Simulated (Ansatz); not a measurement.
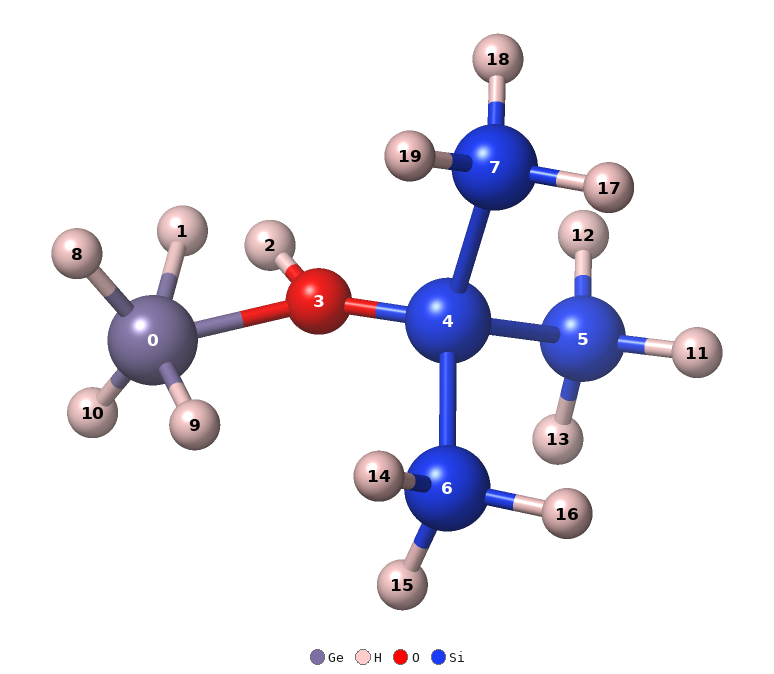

The picture shows the input geometry. Atoms are numbered from 0, in the order of the input.

The calculation was set up as follows.

```yaml
crystal:
  periodic: [false, false, false]
  atoms:
    - {symbol: Ge, position_ang: [-0.281178, 1.001768, 2.733942]}
    - {symbol: H, position_ang: [1.503431, 0.456421, 2.866246]}
    - {symbol: H, position_ang: [1.353861, 0.210050, 1.812005]}
    - {symbol: O, position_ang: [0.531084, 0.285681, 1.021747]}
    - {symbol: Si, position_ang: [0.127026, -0.200550, -0.542604]}
    - {symbol: Si, position_ang: [1.846652, 0.429213, -2.003919]}
    - {symbol: Si, position_ang: [-1.854575, 0.866042, -1.199387]}
    - {symbol: Si, position_ang: [-0.184143, -2.523270, -0.619047]}
    - {symbol: H, position_ang: [-0.641586, -0.003318, 3.839724]}
    - {symbol: H, position_ang: [-1.578881, 1.209246, 1.896435]}
    - {symbol: H, position_ang: [0.137330, 2.397463, 3.225063]}
    - {symbol: H, position_ang: [1.501267, -0.035423, -3.375292]}
    - {symbol: H, position_ang: [3.136162, -0.192766, -1.596440]}
    - {symbol: H, position_ang: [2.012283, 1.908037, -2.020662]}
    - {symbol: H, position_ang: [-3.037332, 0.336981, -0.470191]}
    - {symbol: H, position_ang: [-1.757298, 2.334084, -0.979263]}
    - {symbol: H, position_ang: [-2.041713, 0.610203, -2.655234]}
    - {symbol: H, position_ang: [-0.550389, -2.917539, -2.007329]}
    - {symbol: H, position_ang: [1.058735, -3.243045, -0.228088]}
    - {symbol: H, position_ang: [-1.280733, -2.929279, 0.302194]}
basis:
  gaussian: {orbitals: 6-31G}
hamiltonian: {xc: {name: B3LYP}, dispersion: d4}
```

It was started with:

```sh
ansatz run in.yaml --threads 4 --pin off --events-out ev --progress --plain --max-ram 41984MiB --backend cpu
```

Result:

```
Functional definition: B3LYP
  name "B3LYP"
  cite "Stephens, Devlin, Chabalowski & Frisch, J. Phys. Chem. 98, 11623 (1994) doi:10.1021/j100096a001"
  cite "Becke, Phys. Rev. A 38, 3098 (1988) doi:10.1103/PhysRevA.38.3098"
  cite "Lee, Yang & Parr, Phys. Rev. B 37, 785 (1988) doi:10.1103/PhysRevB.37.785"
  cite "Vosko, Wilk & Nusair, Can. J. Phys. 58, 1200 (1980) doi:10.1139/p80-159"
  parameter a0 = 0.2
  parameter ax = 0.72
  parameter ac = 0.81
  exchange = (1 - a0 - ax)*slater_x + ax*b88_x + a0*exact_x
  correlation = (1 - ac)*vwn_rpa_c + ac*lyp_c
1333 factors; integrals over basis functions are off by at most 5.4e-4 eV
mean field evaluation 1: about -90285.8146 eV, gradient 5.0e1 eV
mean field evaluation 2: about -90267.9855 eV, gradient 1.1e2 eV
mean field evaluation 4: about -90290.2247 eV, gradient 4.1e0 eV
mean field evaluation 8: about -90290.4346 eV, gradient 1.6e-1 eV
mean field evaluation 16: about -90290.4347 eV, gradient 2.1e-5 eV
mean field -90290.43469680 eV, -3318.1122740525 hartree, gradient 2.1e-5 eV, S^2 0.000000; 0 other end points of the search recorded, 0 dependent functions left out
reference -90290.43508962 eV, -3318.1122884887 hartree; 55, 55 occupied and 63, 63 virtual orbitals, 1333 factors
Total energy: -90291.40881634 eV, -3318.1480722856 hartree
```
